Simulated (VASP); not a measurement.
Band structure of MgTe (wurtzite). Computed with PBE GGA with D3 dispersion (zero damping), VASP's PBE PAW potentials (set 64) (plane waves; VASP).

Unless said otherwise, spin-orbit coupling is left out, though it shifts the bands of the heavy elements here.

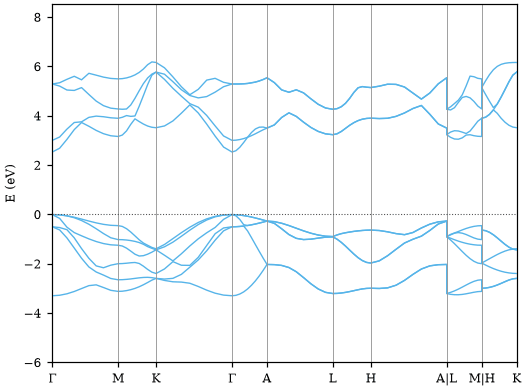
Bands along high-symmetry lines, zero at the valence-band maximum or, without a gap, the Fermi level

### Question
Read the plot: is there a gap, and where are the band edges?

### Answer
The gap is direct, 2.53 eV, from the valence maximum at Γ to the conduction minimum at Γ. (Edges off the drawn lines would not show.)

The compound is MgTe in the wurtzite structure. It was relaxed first.
